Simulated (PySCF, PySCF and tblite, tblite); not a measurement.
# C6H12Si: conformers and averaged spectra, part 2 of 2

PySCF and tblite. Atoms count from 0. The steps go on from the part before.

### Step 5. Shieldings, conformer 2: mPW1PW91/pcSseg-1 in acetonitrile

Job settings and geometry (Å):

```
{"job": {"xc": "mPW1PW91", "basis": "pcSseg-1", "solvent": "acetonitrile", "kind": "nmr", "pop": false}, "charge": 0, "multiplicity": 1}
Si     2.857278    -0.151646    -0.055798
C      0.998469    -0.432749    -0.014158
C      0.086688     0.356355    -0.915344
C     -1.233880    -0.292556    -1.292194
C     -2.162133    -0.006226    -0.101312
C     -1.243398     0.128790     1.123247
C      0.080806     0.613782     0.559125
H      3.433899    -0.539210     1.233808
H      3.127514     1.266281    -0.305288
H      3.443891    -0.957306    -1.129361
H      0.685564    -1.457312     0.163299
H      0.518236     1.061586    -1.611431
H     -1.634150     0.120562    -2.217825
H     -1.109641    -1.368941    -1.432870
H     -2.916936    -0.781093     0.030802
H     -2.677690     0.941096    -0.268744
H     -1.650519     0.830408     1.850957
H     -1.121748    -0.836308     1.620945
H      0.507947     1.513738     0.978393
```

Log:

```text
coarse grid: 15584 points
cycle   1  E = -525.1575042015  dE =  8.529e-01  |g| = 3.798e-01  |ddm| = 3.839e+00
cycle   2  E = -525.1444337987  dE =  1.307e-02  |g| = 4.550e-01  |ddm| = 8.172e-01
cycle   3  E = -525.1984328405  dE = -5.400e-02  |g| = 3.842e-02  |ddm| = 4.902e-01
cycle   4  E = -525.1987032246  dE = -2.704e-04  |g| = 1.517e-02  |ddm| = 5.267e-02
cycle   5  E = -525.1987510429  dE = -4.782e-05  |g| = 5.543e-03  |ddm| = 1.738e-02
cycle   6  E = -525.1987583082  dE = -7.265e-06  |g| = 4.204e-04  |ddm| = 5.188e-03
final grid: 143640 points
cycle   7  E = -525.2423673957  dE = -4.885e-05  |g| = 6.437e-03  |ddm| = 3.905e-02
cycle   8  E = -525.2423610591  dE =  6.337e-06  |g| = 8.296e-03  |ddm| = 1.505e-02
cycle   9  E = -525.2423786275  dE = -1.757e-05  |g| = 3.292e-04  |ddm| = 8.167e-03
cycle  10  E = -525.2423786454  dE = -1.786e-08  |g| = 1.887e-04  |ddm| = 4.741e-04
cycle  11  E = -525.2423786536  dE = -8.201e-09  |g| = 3.852e-05  |ddm| = 1.840e-04
cycle  12  E = -525.2423786540  dE = -3.495e-10  |g| = 3.804e-06  |ddm| = 4.526e-05
converged SCF energy = -525.2423786540

GIAO shielding tensors (ppm)
atom      isotropic    diamagn.    paramagn.     s11        s22        s33       span
  0 Si     415.463     880.007    -464.544    379.213    400.884    466.293     87.080
  1 C      166.682     255.629     -88.947    139.737    158.326    201.983     62.246
  2 C      156.933     251.865     -94.933    111.737    151.534    207.526     95.789
  3 C      151.308     246.665     -95.357    129.521    147.573    176.828     47.307
  4 C      148.693     246.851     -98.158    103.406    165.276    177.396     73.991
  5 C      151.310     246.306     -94.996    129.522    147.572    176.836     47.314
  6 C      156.963     250.775     -93.812    111.767    151.600    207.522     95.755
  7 H       27.755      28.707      -0.951     23.939     25.652     33.675      9.736
  8 H       28.595      29.445      -0.851     24.841     27.098     33.846      9.005
  9 H       27.754      28.644      -0.890     23.940     25.648     33.674      9.735
 10 H       32.425      33.148      -0.724     25.170     32.388     39.717     14.547
 11 H       30.319      33.539      -3.220     23.318     28.315     39.325     16.007
 12 H       29.611      30.051      -0.440     24.707     27.283     36.844     12.137
 13 H       30.359      30.366      -0.007     24.979     28.997     37.100     12.121
 14 H       29.934      28.946       0.988     24.538     27.133     38.130     13.592
 15 H       29.577      29.950      -0.373     24.072     28.248     36.409     12.337
 16 H       29.613      30.138      -0.525     24.708     27.285     36.845     12.137
 17 H       30.357      30.478      -0.121     24.976     28.995     37.098     12.122
 18 H       30.319      33.424      -3.105     23.319     28.313     39.326     16.007
```

Wall time 29 s (1 thread of Arm Neoverse V1, shared host); peak memory 0.97 GiB.

In short: HOMO -7.47 eV, LUMO 1.10 eV; dipole 1.06 D.

### Step 6. Single-point energy, conformer 2: B3LYP/def2-SVP in acetonitrile

Changed since step 5:

```diff
@@ -1,2 +1,2 @@
-{"job": {"xc": "mPW1PW91", "basis": "pcSseg-1", "solvent": "acetonitrile", "kind": "nmr", "pop": false}, "charge": 0, "multiplicity": 1}
+{"job": {"xc": "B3LYP", "basis": "def2-SVP", "solvent": "acetonitrile", "kind": "sp"}, "charge": 0, "multiplicity": 1}
 Si     2.857278    -0.151646    -0.055798
```

Log:

```text
coarse grid: 15584 points
cycle   1  E = -524.9423429640  dE =  7.489e-01  |g| = 4.142e-01  |ddm| = 4.408e+00
cycle   2  E = -524.9170135938  dE =  2.533e-02  |g| = 5.281e-01  |ddm| = 1.152e+00
cycle   3  E = -524.9928121250  dE = -7.580e-02  |g| = 4.146e-02  |ddm| = 6.993e-01
cycle   4  E = -524.9931511955  dE = -3.391e-04  |g| = 1.686e-02  |ddm| = 7.745e-02
cycle   5  E = -524.9932129147  dE = -6.172e-05  |g| = 6.152e-03  |ddm| = 2.369e-02
cycle   6  E = -524.9932223483  dE = -9.434e-06  |g| = 4.986e-04  |ddm| = 7.742e-03
final grid: 143640 points
cycle   7  E = -525.0791326376  dE = -4.660e-05  |g| = 6.014e-03  |ddm| = 5.720e-02
cycle   8  E = -525.0791257242  dE =  6.913e-06  |g| = 7.972e-03  |ddm| = 1.669e-02
cycle   9  E = -525.0791425917  dE = -1.687e-05  |g| = 3.402e-04  |ddm| = 9.745e-03
cycle  10  E = -525.0791426179  dE = -2.620e-08  |g| = 1.557e-04  |ddm| = 6.734e-04
cycle  11  E = -525.0791426236  dE = -5.703e-09  |g| = 4.223e-05  |ddm| = 1.916e-04
cycle  12  E = -525.0791426241  dE = -4.554e-10  |g| = 5.182e-06  |ddm| = 6.449e-05
converged SCF energy = -525.0791426241
```

It took 12 s on 1 thread of Arm Neoverse V1, shared host; peak memory 0.66 GiB.

This run: HOMO -7.15 eV, LUMO 1.17 eV; dipole 1.06 D.

### Step 7. Boltzmann average: properties at mPW1PW91/pcSseg-1 in acetonitrile

Job settings and geometry (Å):

```
{"job": {"study": "conf", "smiles": "[SiH3][C@@H]1[C@H]2CCC[C@@H]12", "search": {"seed": 1665, "n_embed": 60, "ff_keep": 14, "window": 3.0, "nmax": 10, "temps": [180, 230, 298.15, 330, 400], "t_ref": 298.15, "order": 0.002}, "level": {"nmr": {"xc": "mPW1PW91", "basis": "pcSseg-1", "solvent": "acetonitrile"}, "sp": {"xc": "B3LYP", "basis": "def2-SVP", "solvent": "acetonitrile"}}, "kind": "conf"}, "charge": 0, "multiplicity": 1}
Si     2.776284    -0.367949     0.101059
C      0.899069    -0.404177     0.182155
C      0.084865     0.181014    -0.942291
C     -1.308913    -0.373072    -1.145928
C     -1.949944    -0.353756     0.250250
C     -1.236973     0.766251     1.023469
C      0.128725     0.875532     0.379829
H      3.318459    -0.406624     1.461583
H      3.213885     0.862296    -0.563453
H      3.248684    -1.527510    -0.659613
H      0.476032    -1.281535     0.657153
H      0.594034     0.574882    -1.810872
H     -1.858184     0.279115    -1.828966
H     -1.301802    -1.377671    -1.572642
H     -1.792905    -1.311136     0.748034
H     -3.025196    -0.186509     0.198175
H     -1.767551     1.713550     0.902236
H     -1.179933     0.546706     2.091184
H      0.671561     1.799843     0.521179
```

Log:

```text
conformer  sym    E(xTB)   E(DFT)   G(298.15 K)  weight  dipole/D
    1     Cs      0.000    0.000    0.000   0.9969    1.133
    2     Cs      1.797    3.563    3.422   0.0031    1.061

mean shielding (ppm) by class
class atoms           180 K      230 K   298.15 K      330 K      400 K
  0 Si 0            412.889     412.89    412.897    412.903    412.923
  1 C  1             185.74    185.731    185.683    185.638    185.485
  2 C  2,6          160.154    160.152    160.144    160.137    160.111
  3 C  3,5           154.84    154.838    154.829    154.821    154.792
  4 C  4            163.307      163.3    163.262    163.228    163.111
  5 H  7,8,9         28.017     28.017     28.018     28.018     28.018
  6 H  10            32.231     32.231     32.231     32.232     32.234
  7 H  11,18           30.5       30.5       30.5     30.499     30.498
  8 H  12,16         29.864     29.864     29.863     29.863     29.861
  9 H  13,17         29.914     29.914     29.915     29.916      29.92
 10 H  14            30.377     30.377     30.376     30.375     30.371
 11 H  15            30.114     30.114     30.112     30.111     30.107
```

It took 87 s on 1 thread of Arm Neoverse V1, shared host. This counts the runs that the step sums up.

The search (ETKDG and KDG, MMFF94s, GFN2-xTB) embedded 60 structures, kept 2 distinct ones after the force field and 2 after xTB; 2 were carried on (window 3.0 kcal/mol at the search's own energies). Energies: B3LYP/def2-SVP in acetonitrile with D3(BJ).

Conformer by conformer (298 K):

| no. | group | mirror pair | ΔE xTB | ΔE DFT | ΔG | weight (%) | μ (D) | A, B, C (GHz) |
| --- | --- | --- | --- | --- | --- | --- | --- | --- |
| 1 | Cs | no | 0.00 | 0.00 | 0.00 | 99.7 | 1.13 | 5.11, 1.31, 1.19 |
| 2 | Cs | no | 1.80 | 3.56 | 3.42 | 0.3 | 1.06 | 5.57, 1.26, 1.13 |

Energies in kcal/mol. ΔG holds xTB vibrations and rotation, symmetry numbers and mirror pairs.

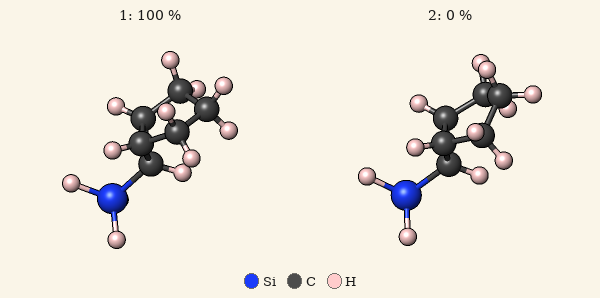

The conformers with their weights.

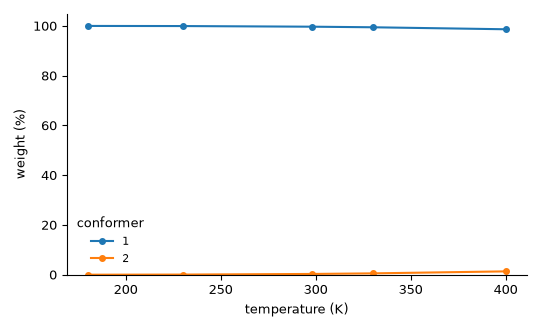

Weights against temperature.

Other ways of weighting, at the same temperature:

| scheme | 1 | 2 | mean μ (D) |
| --- | --- | --- | --- |
| DFT free energy | 100 | 0 | 1.13 |
| DFT energy, symmetry counted | 100 | 0 | 1.13 |
| DFT energy alone | 100 | 0 | 1.13 |
| xTB energy, symmetry counted | 95 | 5 | 1.13 |
| xTB free energy | 94 | 6 | 1.13 |
| lowest conformer only | 100 | 0 | 1.13 |
| equal weights | 50 | 50 | 1.10 |

Shifts against references run at the same level (²⁹Si TMS 347.7, ¹³C TMS 187.0, ¹H TMS 31.74 ppm of shielding), by class of atoms, at 298 K:

| atoms | environment | no. 1 | no. 2 | average |
| --- | --- | --- | --- | --- |
| C3, C5 | sp3 CH2 in a ring | 32.2 | 35.7 | 32.2 |
| C2, C6 | three-membered-ring carbon | 26.8 | 30.0 | 26.8 |
| C4 | sp3 CH2 in a ring | 23.7 | 38.3 | 23.7 |
| C1 | three-membered-ring carbon | 1.3 | 20.3 | 1.3 |
| H7, H8, H9 | hydrogen on a silicon bonded to C | 3.72 | 3.70 | 3.72 |
| H12, H16 | hydrogen on an sp3 CH2 in a ring | 1.88 | 2.13 | 1.88 |
| H13, H17 | hydrogen on an sp3 CH2 in a ring | 1.83 | 1.38 | 1.82 |
| H15 | hydrogen on an sp3 CH2 in a ring | 1.63 | 2.16 | 1.63 |
| H14 | hydrogen on an sp3 CH2 in a ring | 1.36 | 1.81 | 1.36 |
| H11, H18 | hydrogen on a three-membered-ring carbon | 1.24 | 1.42 | 1.24 |
| H10 | hydrogen on a three-membered-ring carbon | -0.49 | -0.68 | -0.49 |
| Si0 | silicon bonded to C, 3 H | -65.2 | -67.8 | -65.2 |

Effective distances for nuclear Overhauser effects, ⟨r⁻⁶⟩^(−1/6) over all pairs of two classes (Å): H14···H15 1.76; H12···H13 1.98; H10···H14 2.27; H13···H14 2.37; H12···H15 2.38; H11···H12 2.74; H13···H15 2.74; H10···H13 2.85.

### Step 8. Summary of results

What follows sums up all 2 parts.

| quantity | value |
| --- | --- |
| conformers | 2; the first in weight is no. 1 (Cs), 100 % at 298 K |
| root-mean-square dipole | 1.13 D |
| averaged ¹³C shifts (mPW1PW91/pcSseg-1 in acetonitrile) | 32.2, 26.8, 23.7, 1.3 ppm |
| averaged ¹H shifts (mPW1PW91/pcSseg-1 in acetonitrile) | 3.72, 1.88, 1.82, 1.63, 1.36, 1.24, -0.49 ppm |
| averaged ²⁹Si shifts (mPW1PW91/pcSseg-1 in acetonitrile) | -65.2 ppm |

In words: Conformer 1 leads with 100 % at 298 K, and its share goes from 100 % at 180 K to 99 % at 400 K.
